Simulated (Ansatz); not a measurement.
Si₄WC

Input

```
crystal:
  lattice:
    - [0.0, 3.3987511869, 3.3987511869]
    - [3.3987511869, 0.0, 3.3987511869]
    - [3.3987511869, 3.3987511869, 0.0]
  atoms:
    - { symbol: Si, position: [0.375, 0.875, 0.375] }
    - { symbol: Si, position: [0.375, 0.375, 0.875] }
    - { symbol: Si, position: [0.375, 0.375, 0.375] }
    - { symbol: Si, position: [0.875, 0.375, 0.375] }
    - { symbol: W, position: [0.0, 0.0, 0.0] }
    - { symbol: C, position: [0.75, 0.75, 0.75] }
basis:
  ecutwfc: 420
kpoints:
  mp_grid: { grid: [10, 10, 10] }
hamiltonian:
  xc: pbe
scf:
  occupations: { method: gaussian, width: 0.1 }
output:
  forces: true
  stress: true
  eigenvalues: true
  write_density: true
  write_potential: true
  elf: true
  volumetric_format: npy
relax:
  adjacent_minimum: "off"
  f_tol: 0.01
  max_steps: 80
  cell: { stress_tol: 0.05 }
```

Command:

```sh
ansatz run input.yaml --threads 1 --pin off --max-ram 2560MiB --backend cpu --events-out ev --progress --plain --runs-dir out
```

Below, planes, directions and counts refer to the conventional cell (a = 6.79 Å, b = 6.79 Å, c = 6.79 Å, α = 90.00°, β = 90.00°, γ = 90.00°).

The fields are those of the run's last geometry, not of the input's.

Space group F-43m; started from the MgInCu4_216 prototype, which need not be the ambient phase.

Computed with DFT PBE, scalar-relativistic, plane waves, PAW (Ansatz 0.2.0).

### Predict the valence pseudo-density and electron localisation function between the atoms.

Si–Si (2.38 Å): the density is about 0.48 e/Å³ at the midpoint; the ELF peaks at about 0.75 between the atoms.
Si–W (2.82 Å): the density is about 0.31 e/Å³ at the midpoint; the ELF peaks at about 0.70 in the valence shell of Si, 1.0 Å from its nucleus, and is about 0.40 at the midpoint.
W–C (2.94 Å): ρ is about 0.2 e/Å³ halfway; the ELF is about 0.25 at the midpoint (no shared electron pair shows on this line).
Si–Si (2.43 Å): the density is about 0.42 e/Å³ at the midpoint; the ELF peaks at about 0.65 between the atoms.

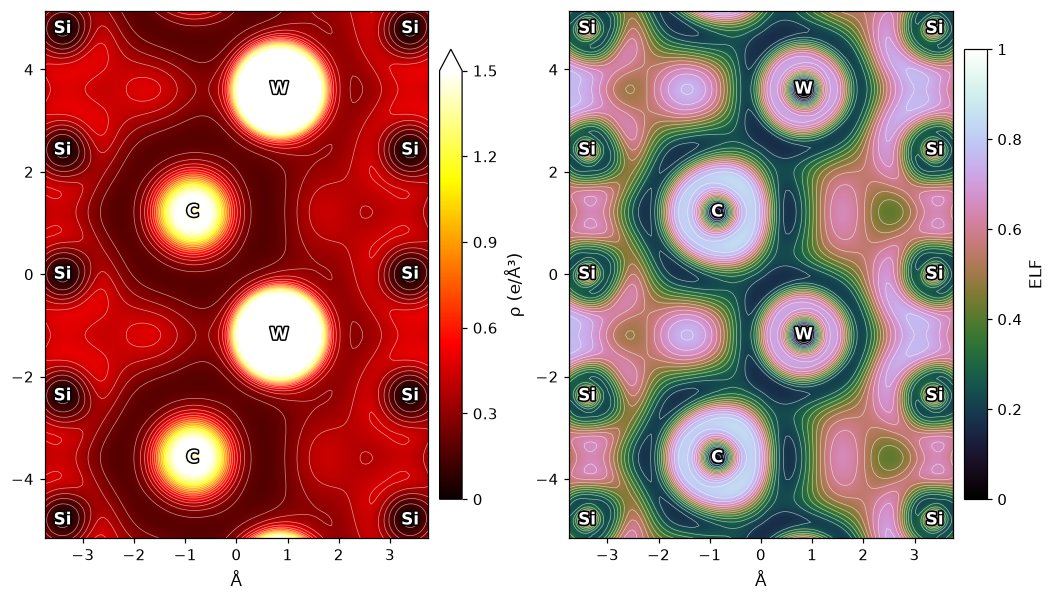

Computed valence pseudo-density and electron localisation function on the (101) plane of the conventional cell, in this order. 

In a PAW calculation such maps are meaningful between the atoms, not at the nuclei.
